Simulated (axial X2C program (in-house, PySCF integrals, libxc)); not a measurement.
# Linear GeNC⁻ at several levels

How do method and spin–orbit coupling move the bonds and stretches of GeNC⁻, held linear?

Computed with an in-house X2C program for linear molecules on PySCF integrals. Level: all-electron X2C, two-component (2c) or spin-free, Ge dyall-v3z, N dyall-av3z, C dyall-v3z.

All values are calculated.

2 further runs of the same task are left out: 2 set aside as unsound or not needed.

## Step 1: Set-up

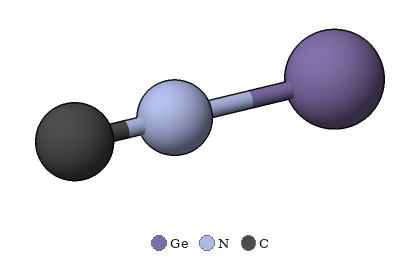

The atoms on one line, bonds 1.870 and 1.170 Å (germanium purple, nitrogen light blue, carbon dark grey).

Contents of task.json:

```json
{"zs": [32, 7, 6], "q": -1, "bas": ["dyall-v3z", "dyall-av3z", "dyall-v3z"], "r0": [1.87, 1.17], "symm": 0, "scan": ["PBE0", "HF", "B3LYP"], "levels": ["PBE0", "HF", "TPSSh"], "nst": 2}
```

Keys: zs atomic numbers; q charge; bas basis sets; r0 starting distance in Å; symm equal bonds; scan levels of the two-bond scan; levels methods; nst determinants followed.

Started as:

```console
> python solin.py task.json out
```

Masses Ge 73.921, N 14.003, C 12.000 u.

## Step 2: Scan at PBE0, 2c

State: Ω = 1 (beyond evenly filled blocks: ω = -1/2, ω = 3/2). Energies above the lowest point, from the job's result record:

```csv
r(Ge–N) (Å),r(N–C) (Å),E (meV)
1.9217,1.1437,59.71
1.9217,1.1730,11.03
1.9217,1.2023,51.71
1.9710,1.1437,44.96
1.9710,1.1730,0.00
1.9710,1.2023,44.93
1.9710,1.2317,163.78
2.0203,1.1437,52.75
2.0203,1.1730,10.69
2.0203,1.2023,58.97
2.0696,1.1730,38.06
2.0696,1.2317,214.67
```

A quadratic surface with cubic terms in each bond gives the minimum at 1.969 and 1.172 Å, force constants 1.43, 16.8 and coupling 0.37 mdyn/Å.

## Step 3: Scan at HF, 2c

State: Ω = 1 (beyond evenly filled blocks: ω = -1/2, ω = 3/2). Energies above the lowest point, from the job's result record:

```csv
r(Ge–N) (Å),r(N–C) (Å),E (meV)
1.9217,1.1437,39.09
1.9217,1.1730,63.64
1.9217,1.2023,176.90
1.9710,1.1437,7.44
1.9710,1.1730,35.14
1.9710,1.2023,152.73
1.9710,1.2317,340.50
2.0203,1.1437,0.00
2.0203,1.1730,30.01
2.0203,1.2023,150.93
2.0696,1.1730,42.68
2.0696,1.2317,362.28
```

A quadratic surface with cubic terms in each bond gives the minimum at 2.014 and 1.149 Å, force constants 1.19, 19.7 and coupling 0.38 mdyn/Å.

## Step 4: Scan at B3LYP, 2c

State: Ω = 1 (beyond evenly filled blocks: ω = -1/2, ω = 3/2). Energies above the lowest point, from the job's result record:

```csv
r(Ge–N) (Å),r(N–C) (Å),E (meV)
1.9217,1.1437,73.30
1.9217,1.1730,21.88
1.9217,1.2023,58.11
1.9710,1.1437,47.43
1.9710,1.1730,0.00
1.9710,1.2023,40.76
1.9710,1.2317,153.79
2.0203,1.1437,44.33
2.0203,1.1730,0.03
2.0203,1.2023,44.38
2.0696,1.1730,16.98
2.0696,1.2317,184.57
```

A quadratic surface with cubic terms in each bond gives the minimum at 1.995 and 1.173 Å, force constants 1.26, 16.5 and coupling 0.40 mdyn/Å.

## Step 5: Comparison

| level | r(Ge–N) (Å) | r(N–C) (Å) | lower stretch (cm⁻¹) | upper stretch (cm⁻¹) |
| --- | --- | --- | --- | --- |
| PBE0, 2c | 1.969 | 1.172 | 355.1 | 2099.6 |
| HF, 2c | 2.014 | 1.149 | 323.3 | 2271.4 |
| B3LYP, 2c | 1.995 | 1.173 | 333.7 | 2072.5 |
| PBE0, spin-free | 1.969 | 1.172 | 355.5 | 2099.6 |
| HF, spin-free | 2.014 | 1.149 | 323.8 | 2271.4 |
| B3LYP, spin-free | 1.995 | 1.173 | 334.2 | 2072.5 |

Scans not shown above were run alike.

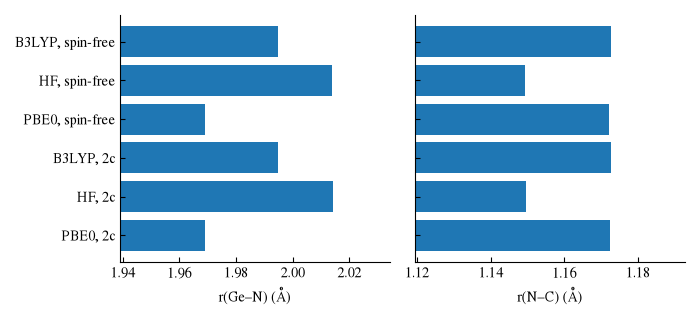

The two bond lengths by level.

What this shows: Over the levels the Ge–N bond spans 1.969 to 2.014 Å and the N–C bond 1.149 to 1.173 Å. At PBE0 spin–orbit coupling leaves both bonds unchanged to 0.001 Å. Each state is one determinant, the lowest of a limited PBE0 search; the stretches come from a fit to few points and are good to some per cent at best. For an anion the highest level of a functional can be positive, and the basis then holds the extra electron. The molecule was held linear; bending was not examined, so a bent shape may lie lower. Open-shell Ω = 0 determinants with evenly filled partner blocks cannot be reached by this program, so the Ω shown need not be the lowest component. Note: several unpaired electrons, one determinant need not be a pure state.
